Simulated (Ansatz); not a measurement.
# Alloy of ZnSiP2 and CdSiP2 (3 of 16 Zn sites exchanged), 64 atoms

Aim: relax the alloy cell and compare the gap by PBEsol and HSE06.

All numbers are computed with Ansatz 0.2.0 (PAW, plane waves).

## (1) The starting cell

64 atoms (13 Zn, 3 Cd, 16 Si, 32 P); a = 10.816 Å, b = 10.816 Å, c = 10.456 Å, α = 90.00°, β = 90.00°, γ = 90.00°. All atoms were shaken off their sites by about 0.02 Å along each axis.

Steps to follow: (2) PBEsol cell relaxation at the single k point (¼, ¼, ¼), on 1 × NVIDIA H100 80GB HBM3 with 2 threads of AMD EPYC 7R13; (3) HSE06 single point at the Γ point alone, on 1 × NVIDIA H100 80GB HBM3 with 2 threads of AMD EPYC 7R13.

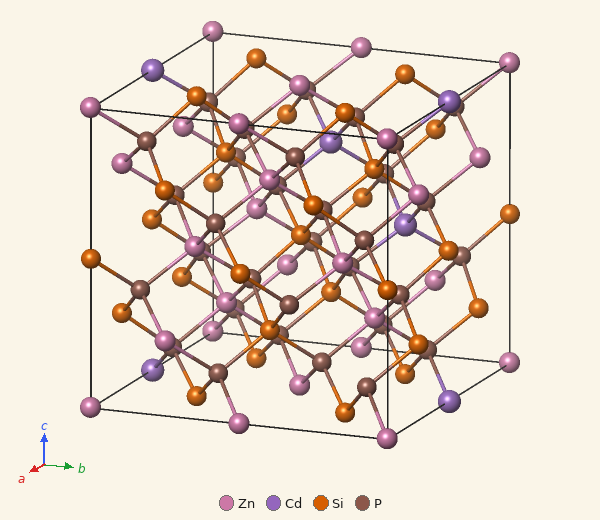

Start, viewed slightly off an axis; zinc pink, cadmium purple, silicon orange, phosphorus brown. Atoms on faces are repeated.

## (2) Relaxing cell and atoms with PBEsol

File in.yaml:

```yaml
crystal:
  lattice:
    - [10.815746, -0.000054, -0.000017]
    - [-0.000054, 10.815746, -0.000017]
    - [-0.000016, -0.000016, 10.455717]
  atoms:
    - { symbol: Zn, position: [0.000316, 0.998590, 0.002677] }
    - { symbol: Zn, position: [0.000438, 0.499093, 0.000744] }
    - { symbol: Zn, position: [0.500001, 0.497421, 0.001608] }
    - { symbol: Zn, position: [0.999950, 0.250175, 0.250315] }
    - { symbol: Zn, position: [0.004369, 0.749675, 0.251736] }
    - { symbol: Zn, position: [0.500176, 0.251109, 0.251194] }
    - { symbol: Zn, position: [0.499938, 0.750366, 0.251894] }
    - { symbol: Zn, position: [0.250453, 0.002129, 0.749659] }
    - { symbol: Zn, position: [0.746327, 0.999996, 0.751609] }
    - { symbol: Zn, position: [0.750058, 0.499389, 0.750004] }
    - { symbol: Zn, position: [0.254018, 0.251529, 0.501874] }
    - { symbol: Zn, position: [0.750526, 0.247571, 0.501443] }
    - { symbol: Zn, position: [0.750458, 0.745660, 0.498505] }
    - { symbol: Cd, position: [0.500136, 0.002093, 0.999895] }
    - { symbol: Cd, position: [0.248327, 0.498676, 0.748546] }
    - { symbol: Cd, position: [0.250008, 0.750808, 0.498883] }
    - { symbol: Si, position: [0.997568, 0.998967, 0.497372] }
    - { symbol: Si, position: [0.998301, 0.502784, 0.500103] }
    - { symbol: Si, position: [0.498830, 0.998964, 0.502117] }
    - { symbol: Si, position: [0.498761, 0.501239, 0.502088] }
    - { symbol: Si, position: [0.247817, 0.996545, 0.246379] }
    - { symbol: Si, position: [0.248293, 0.499818, 0.248349] }
    - { symbol: Si, position: [0.753203, 0.002513, 0.254802] }
    - { symbol: Si, position: [0.750904, 0.500419, 0.249029] }
    - { symbol: Si, position: [0.251100, 0.248807, 0.002262] }
    - { symbol: Si, position: [0.250483, 0.750056, 0.001622] }
    - { symbol: Si, position: [0.748964, 0.252979, 0.002786] }
    - { symbol: Si, position: [0.745288, 0.751967, 0.998891] }
    - { symbol: Si, position: [0.002387, 0.249918, 0.752555] }
    - { symbol: Si, position: [0.999391, 0.749547, 0.754260] }
    - { symbol: Si, position: [0.499191, 0.248665, 0.751545] }
    - { symbol: Si, position: [0.501368, 0.749340, 0.749462] }
    - { symbol: P, position: [0.133358, 0.127961, 0.124786] }
    - { symbol: P, position: [0.132155, 0.625288, 0.123671] }
    - { symbol: P, position: [0.634786, 0.123753, 0.123167] }
    - { symbol: P, position: [0.632472, 0.626565, 0.125261] }
    - { symbol: P, position: [0.114771, 0.124285, 0.624376] }
    - { symbol: P, position: [0.114048, 0.623944, 0.621763] }
    - { symbol: P, position: [0.617109, 0.125148, 0.626309] }
    - { symbol: P, position: [0.616782, 0.623695, 0.627524] }
    - { symbol: P, position: [0.367428, 0.373338, 0.121785] }
    - { symbol: P, position: [0.369490, 0.873501, 0.125427] }
    - { symbol: P, position: [0.866017, 0.373695, 0.121710] }
    - { symbol: P, position: [0.863351, 0.873525, 0.126705] }
    - { symbol: P, position: [0.374022, 0.113616, 0.375685] }
    - { symbol: P, position: [0.375739, 0.615424, 0.378153] }
    - { symbol: P, position: [0.872501, 0.114076, 0.374721] }
    - { symbol: P, position: [0.874900, 0.616824, 0.377285] }
    - { symbol: P, position: [0.125469, 0.386200, 0.373452] }
    - { symbol: P, position: [0.121180, 0.886010, 0.376192] }
    - { symbol: P, position: [0.627690, 0.387722, 0.376954] }
    - { symbol: P, position: [0.621279, 0.884969, 0.374287] }
    - { symbol: P, position: [0.124795, 0.365431, 0.876770] }
    - { symbol: P, position: [0.127673, 0.866451, 0.874755] }
    - { symbol: P, position: [0.624616, 0.363553, 0.873206] }
    - { symbol: P, position: [0.624590, 0.867822, 0.876251] }
    - { symbol: P, position: [0.386703, 0.374328, 0.626524] }
    - { symbol: P, position: [0.384859, 0.874622, 0.624549] }
    - { symbol: P, position: [0.886379, 0.373189, 0.626194] }
    - { symbol: P, position: [0.885789, 0.874672, 0.621841] }
    - { symbol: P, position: [0.376737, 0.138796, 0.876781] }
    - { symbol: P, position: [0.377637, 0.634395, 0.878798] }
    - { symbol: P, position: [0.873820, 0.136163, 0.871983] }
    - { symbol: P, position: [0.875905, 0.637499, 0.872394] }
  symmetry: { detect: false }
kpoints:
  mp_grid: { grid: [1, 1, 1], shift: [0.25, 0.25, 0.25] }
hamiltonian:
  xc: pbesol
scf:
  occupations: { method: fermi_dirac, width: 0.01 }
relax:
  f_tol: 0.03
  max_steps: 80
  escape_saddle: false
  adjacent_minimum: "off"
  cell: { fix: [alpha, beta, gamma] }
output:
  forces: true
  eigenvalues: true
  populations: true
```

The run is started by

```bash
> ansatz run in.yaml --threads 2 --pin off --max-ram 30400MiB --runs-dir r --events-out ev --progress --plain --backend cuda --devices 0, --max-vram 18GiB
```

What it wrote:

```text
Pseudopotentials: kind: paw
Functional definition: PBEsol
  exchange = pbesol_x
  correlation = pbesol_c
Crystal: 64 atoms, lattice volume = 1223.114 Å³
Basis set: ecut = 420 eV, 23915 PW (Γ), exchange–correlation on 150×150×144 points (8 copies of the dense FFT grid, shifted against one another)
Bands: 284, of which v1, the nominal top of the filled ones, is band 220 counted from 1 (219 counted from 0)
Symmetry: 1 space group operations
k-points: 1
Non-local potential: Zn, projectors of the file, l = 0: 2, l = 1: 2, l = 2: 3, l = 3: 1
Non-local potential: Cd, projectors of the file, l = 0: 3, l = 1: 2, l = 2: 2, l = 3: 1
Non-local potential: Si, projectors of the file, l = 0: 2, l = 1: 2, l = 2: 2
Non-local potential: P, projectors of the file, l = 0: 2, l = 1: 2, l = 2: 2
PAW form: soft (Blöchl's): semilocal exchange-correlation on the pseudo side does not see the compensation charge
PAW frozen core: Zn, regenerated for the run's functional, and the local potential with it (the file was generated under x = pbe(κ = 0.804, μ = 0.2195149727645171), c = pbe(β = 0.06672455060314922))
PAW frozen core: Cd, regenerated for the run's functional, and the local potential with it (the file was generated under x = pbe(κ = 0.804, μ = 0.2195149727645171), c = pbe(β = 0.06672455060314922))
PAW frozen core: Si, regenerated for the run's functional, and the local potential with it (the file was generated under x = pbe(κ = 0.804, μ = 0.2195149727645171), c = pbe(β = 0.06672455060314922))
PAW frozen core: P, regenerated for the run's functional, and the local potential with it (the file was generated under x = pbe(κ = 0.804, μ = 0.2195149727645171), c = pbe(β = 0.06672455060314922))
PAW one-centre angular grid: Zn, 590 points (default); XC on 64 Gauss nodes
PAW one-centre angular grid: Cd, 590 points (default); XC on 64 Gauss nodes
PAW one-centre angular grid: Si, 110 points (default); XC on 64 Gauss nodes
PAW one-centre angular grid: P, 110 points (default); XC on 64 Gauss nodes
Initial density: superposition of atomic densities (neutral atoms: chi_scale 0, normalization atom), corrected by the library's trained network
Initial wavefunctions: pseudopotential atomic-orbital guess
Functional: x = pbesol(κ = 0.804, μ = 0.12345679012345678), c = pbesol(β = 0.046)
SCF iter   1: F=—  HF=-100846.475441 eV  |F-HF|=—  |Δ(HF+E_count)|=         —  Δρ=4.71e-3  dr2=2.92e-1  ethr=1.77e-3  ⟨swp⟩=8.0  Hψ=1411  notcnv=0  defer=23
preconditioner: auto → Resta (q_TF=auto, 2.301 Å⁻¹)  ε∞=6.3  [insulator: Δε(μ)=1.777 eV  Ē_g=9.374 eV  σ=0.010 eV  W_gap=1.00  n_scr=250 (ndim 8)  ℏωp=21.7 eV  f_vac=0.000  D(μ)=0.00/eV (n_scr^D=0)  ε∞_Penn≈6.3]
SCF iter   2: F=—  HF=-100846.402173 eV  |F-HF|=—  |Δ(HF+E_count)|=   7.33e-2  Δρ=2.08e-3  dr2=7.22e-2  ethr=6.63e-5  ⟨swp⟩=2.0  Hψ=502  notcnv=0  defer=58
[... 5 lines of SCF cycles left out ...]
SCF iter   8: F=—  HF=-100846.386313 eV  |F-HF|=—  |Δ(HF+E_count)|=   2.87e-6  Δρ=7.68e-6  dr2=5.06e-7  ethr=1.44e-9  ⟨swp⟩=2.0  Hψ=387  notcnv=0  defer=58
SCF iter   9: F=-100846.386313 eV  HF=-100846.386313 eV  |F-HF|=4.07e-8  |Δ(HF+E_count)|=   2.60e-7  Δρ=2.20e-6  dr2=4.83e-8  ethr=2.27e-11  ⟨swp⟩=15.0  Hψ=1894  notcnv=0
SCF 1 converged in 9 iterations: F = -100846.386313 eV  dr2 = 4.83e-8
relax step   1: F+E_penalty+E_count = -100846.38631332 eV  Δ(F+E_penalty+E_count) = +0.000e0 eV  max|allowed force component| = 1.494e0 eV/Å  Δτ_max = 0.0000 Å  P = +0.492 GPa  Ω = 1223.114 Å³  fix = [alpha, beta, gamma]  reactions: alpha +0.850, beta +0.794, gamma +0.434 GPa/rad  (9 SCF iters, dr2 threshold 1.00e-7 eV, accepted)
[... 14 lines left out ...]
relax step   2: F+E_penalty+E_count = -100847.72528236 eV  Δ(F+E_penalty+E_count) = -1.339e0 eV  max|allowed force component| = 4.327e-1 eV/Å  Δτ_max = 0.1251 Å  P = -0.242 GPa  Ω = 1227.415 Å³  energy of the carried Pulay correction = -1.232e-3 eV  fix = [alpha, beta, gamma]  reactions: alpha +0.706, beta +0.696, gamma +0.532 GPa/rad  (7 SCF iters, dr2 threshold 6.40e-6 eV, accepted)
[... 3 lines left out ...]
relax step   3: F+E_penalty+E_count = -100847.84739808 eV  Δ(F+E_penalty+E_count) = -1.221e-1 eV  max|allowed force component| = 6.367e-2 eV/Å  Δτ_max = 0.0439 Å  P = -0.014 GPa  Ω = 1223.262 Å³  energy of the carried Pulay correction = -4.249e-5 eV  fix = [alpha, beta, gamma]  reactions: alpha +0.586, beta +0.624, gamma +0.652 GPa/rad  (6 SCF iters, dr2 threshold 6.40e-6 eV, accepted)
[... 2 lines left out ...]
relax step   4: F+E_penalty+E_count = -100847.84699646 eV  Δ(F+E_penalty+E_count) = +4.016e-4 eV  max|allowed force component| = 5.216e-2 eV/Å  Δτ_max = 0.0379 Å  P = +0.004 GPa  Ω = 1223.027 Å³  energy of the carried Pulay correction = +2.489e-5 eV  fix = [alpha, beta, gamma]  (6 SCF iters, dr2 threshold 2.53e-7 eV, rejected (line search))
[... 13 lines left out ...]
relax step   5: F+E_penalty+E_count = -100847.85050052 eV  Δ(F+E_penalty+E_count) = -3.102e-3 eV  max|allowed force component| = 1.133e-2 eV/Å  Δτ_max = 0.0184 Å  P = +0.001 GPa  Ω = 1223.058 Å³  energy of the carried Pulay correction = +1.606e-5 eV  fix = [alpha, beta, gamma]  reactions: alpha +0.601, beta +0.624, gamma +0.636 GPa/rad  (9 SCF iters, accepted)
[... 8 lines left out ...]
relax step   6: F+E_penalty+E_count = -100847.85056400 eV  Δ(F+E_penalty+E_count) = -6.348e-5 eV  max|allowed force component| = 1.133e-2 eV/Å  Δτ_max = 0.0000 Å  P = +0.002 GPa  Ω = 1223.058 Å³  fix = [alpha, beta, gamma]  reactions: alpha +0.601, beta +0.624, gamma +0.636 GPa/rad  stress off target by 9.08e-3 GPa on what of the cell is left free  SCF on the basis re-selected at this cell (its en [...]
SCF converged after 4 iterations
Free energy (F): -100847.850564 eV
Harris-Foulkes:  -100847.850564 eV  (|F-HF|=7.42e-10)
Internal energy: -100847.850564 eV  (E = F + TS)
E sigma→0 (E₀):  -100847.850564 eV
Fermi energy:    7.790617 eV
--- Per-component energies (eV) ---
  E_band       = -1107.353612
  E_kinetic    = 6145.328174
  E_local      = -42940.309154  (includes V_loc(G=0)·N_el)
  E_nonlocal   = 9560.315757
  E_hartree    = 18584.842472
  E_xc         = -5144.283634
  E_vxc        = -4072.234312  (∫ρ·V_xc dr)
  E_paw        = -60990.052896  (= ΣΔE_a)
  E_vpaw       = -6970.136498  (= ΣTr[D̂ρ^β])
  E_aug_tail   = -0.004409  (compensation charges beyond the density's cutoff)
  E_ewald      = -26077.058411
  E_core_change = 13.371538  (= ΣΔE_core)
  E_smearing   = -0.000000  (= −TS)
  E_closure    = -0.000000  (closes the sum)
  Σ components = -100847.850564   (vs F -100847.850564, Δ=0.00e0)
--- Forces (eV/Å), atoms counted from 1 ---
  atom   1  Zn     0.00117258     0.00124873    -0.00067950
  atom   2  Zn     0.00031400     0.00108109     0.00021367
  atom   3  Zn     0.00017460    -0.00093294     0.00382052
  atom   4  Zn    -0.00057015    -0.00153186    -0.00150185
  atom   5  Zn    -0.00174736    -0.00066763    -0.00162304
  atom   6  Zn    -0.00327948     0.00135235    -0.00142334
  atom   7  Zn    -0.00107471    -0.00111990     0.00056561
  atom   8  Zn    -0.00092657    -0.00033736     0.00262189
  atom   9  Zn     0.00009469    -0.00141980     0.00018057
  atom  10  Zn    -0.00121162     0.00046669     0.00128192
  atom  11  Zn    -0.00087422    -0.00122185    -0.00206411
  atom  12  Zn     0.00126346    -0.00125719    -0.00269346
  atom  13  Zn    -0.00052618     0.00038112     0.00033760
  atom  14  Cd    -0.00179963     0.00015569     0.00068864
  atom  15  Cd     0.01132503     0.00293481     0.00682053
  atom  16  Cd     0.00398579     0.00079310     0.00336786
  atom  17  Si     0.00245544     0.00165017     0.00129307
  atom  18  Si     0.00244384     0.00077809     0.00321640
  atom  19  Si     0.00010071     0.00163609     0.00259198
  atom  20  Si     0.00119267    -0.00203265     0.00247850
  atom  21  Si    -0.00057865    -0.00325380    -0.00005617
  atom  22  Si    -0.00145868     0.00050326     0.00121824
  atom  23  Si    -0.00317325    -0.00205010    -0.00151697
  atom  24  Si    -0.00057112     0.00060107    -0.00008442
  atom  25  Si    -0.00155253    -0.00031475    -0.00148876
  atom  26  Si    -0.00173602    -0.00042612     0.00118623
  atom  27  Si     0.00047387     0.00096285    -0.00168289
  atom  28  Si    -0.00192700     0.00097156     0.00071851
  atom  29  Si     0.00100440     0.00056605    -0.00408203
  atom  30  Si     0.00034885    -0.00182358    -0.00247275
  atom  31  Si     0.00088066    -0.00148369    -0.00378194
  atom  32  Si     0.00092909     0.00021876    -0.00146315
  atom  33  P      0.00157395     0.00223241     0.00002156
  atom  34  P     -0.00017066     0.00213240     0.00020457
  atom  35  P      0.00186920     0.00008054    -0.00040249
  atom  36  P      0.00150082    -0.00225275    -0.00020027
  atom  37  P     -0.00046654    -0.00202311     0.00190515
  atom  38  P     -0.00354587    -0.00097121    -0.00141638
  atom  39  P      0.00039593    -0.00057487     0.00039761
  atom  40  P     -0.00072240     0.00089568    -0.00011997
  atom  41  P      0.00028548     0.00247138    -0.00077520
  atom  42  P      0.00083398     0.00170354    -0.00135025
  atom  43  P      0.00064111    -0.00081586    -0.00091751
  atom  44  P     -0.00164352    -0.00169806    -0.00021579
  atom  45  P     -0.00152640     0.00100928     0.00241125
  atom  46  P      0.00129781    -0.00108266    -0.00055619
  atom  47  P     -0.00268092    -0.00037847     0.00017186
  atom  48  P     -0.00036416    -0.00033432     0.00043635
  atom  49  P      0.00049695     0.00303692    -0.00143965
  atom  50  P     -0.00009771     0.00091458    -0.00076607
  atom  51  P     -0.00005708    -0.00134118    -0.00086520
  atom  52  P      0.00041726    -0.00106425    -0.00100173
  atom  53  P     -0.00097539     0.00091025     0.00212032
  atom  54  P     -0.00268761     0.00034466     0.00088974
  atom  55  P      0.00160555    -0.00071374     0.00037576
  atom  56  P      0.00028928    -0.00018588     0.00043891
  atom  57  P     -0.00060909    -0.00027804     0.00008630
  atom  58  P     -0.00130196    -0.00078901    -0.00267411
  atom  59  P     -0.00011823     0.00162954     0.00073676
  atom  60  P     -0.00019776     0.00213230    -0.00034873
  atom  61  P      0.00006254     0.00095942    -0.00065338
  atom  62  P     -0.00166394    -0.00191901     0.00029535
  atom  63  P      0.00172272    -0.00008651    -0.00037812
  atom  64  P      0.00068532    -0.00037008    -0.00239539
  max |Σ_I F_I| component: 2.43e-6 eV/Å
--- Stress (GPa, compression-positive) ---
       -0.003603      -0.635545      -0.623636
       -0.635545       0.009081      -0.600639
       -0.623636      -0.600639       0.000699
  P = ⅓ Tr σ = 0.0021 GPa (0.021 kbar)
--- Band table (eV) ---
  k-point 0: bands = [... 208 lower levels ..., "6.0361", "6.1897", "6.2014", "6.2564", "6.3459", "6.3956", "6.4945", "6.5559", "6.5959", "6.6962", "6.7605", "6.9034", "8.6779", "8.7267", "8.7379", "9.0516", "9.0922", "9.1126", "9.3781", "9.3974", "9.4331", "9.4644", "9.5506", "9.5905", ... 52 higher levels ...]
--- Relaxed structure (5 steps of the walk, 4 accepted, 1 SCFs on fresh bases) ---
  F+E_penalty+E_count = -100847.85056400 eV   max|allowed force component| = 1.133e-2 eV/Å   (the final SCF, on the basis selected at the relaxed cell)
  cell:  # Å, volume = 1223.0576 Å³
    - [10.812877502889894, -5.3933639397466106e-5, -1.7024235378237932e-5]
    - [-5.3985653383129616e-5, 10.802459538785035, -1.7023983724496965e-5]
    - [-1.599536034238083e-5, -1.5979705515350094e-5, 10.470874860393259]
  atoms:
    - { symbol: Zn, position: [-0.00015395497323176288, 0.9998148324370959, 0.0012671000627004912] }
    - { symbol: Zn, position: [-0.002113496195570271, 0.5016569384833823, 0.0023979144833670032] }
[... 62 atoms left out; the next input holds them all, rounded ...]
--- Löwdin populations: 64 sites ---
  site symbol       q [e]
     0     Zn     10.7561
     1     Zn     10.7463
[... 62 atoms left out ...]
  spilling = 0.013626 (of n_electrons = 440.000000)
```

Run time: 36 s. Hardware: 1 × NVIDIA H100 80GB HBM3 with 2 threads of AMD EPYC 7R13, shared host; peak host memory 1.5 GiB.

The walk (solves on a freshly chosen basis count as rows, and their energies jump a little):

```csv
accepted step,energy change (eV),largest force component (eV/Å),SCF cycles,pressure (GPa)
1,0.000,1.494,9,0.49
2,-1.339,0.433,7,-0.24
3,-1.461,0.064,6,-0.01
4,-1.464,0.011,9,0.00
5,-1.464,0.011,4,0.00
```

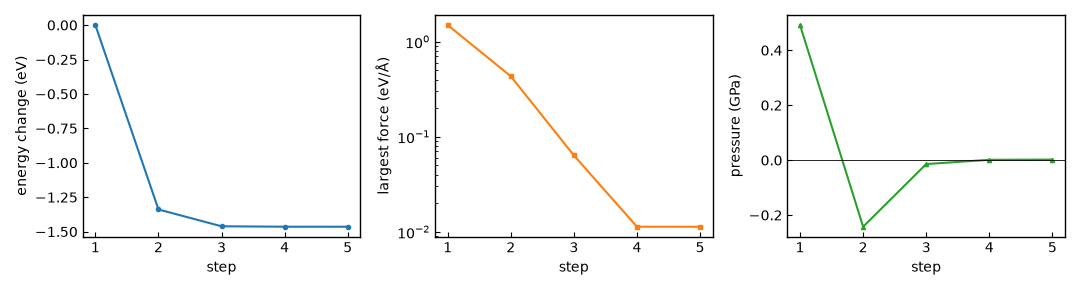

Energy, largest force component and pressure along the relaxation.

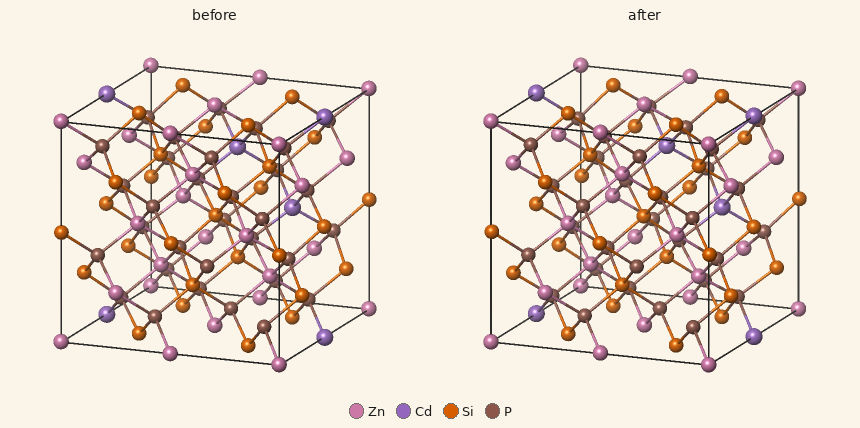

The cell before and after the relaxation.

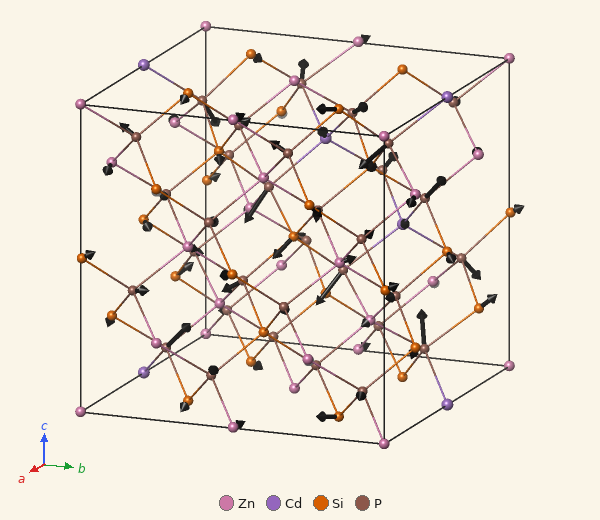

The relaxed cell; black arrows show the larger shifts of the atoms, drawn 11 times longer.

|  | before | after | change |
| --- | --- | --- | --- |
| a (Å) | 10.816 | 10.813 | -0.03 % |
| b (Å) | 10.816 | 10.802 | -0.12 % |
| c (Å) | 10.456 | 10.471 | +0.14 % |
| volume (Å³/atom) | 19.111 | 19.110 | -0.00 % |

Bonds in the relaxed cell, counted within a distance cut:

| pair | count | mean (Å) | spread (Å) | least | most |
| --- | --- | --- | --- | --- | --- |
| Cd–P | 12 | 2.495 | 0.004 | 2.488 | 2.501 |
| P–Si | 64 | 2.255 | 0.011 | 2.227 | 2.274 |
| P–Zn | 52 | 2.355 | 0.009 | 2.334 | 2.370 |

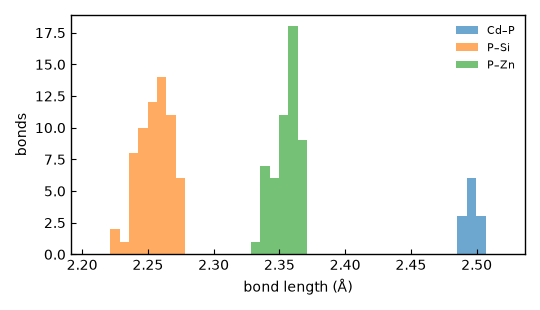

Spread of the bond lengths.

Spacing of the frontier levels at the single k point (¼, ¼, ¼): 1.77 eV (6.903 to 8.678 eV).

[end of part 1 of 2]
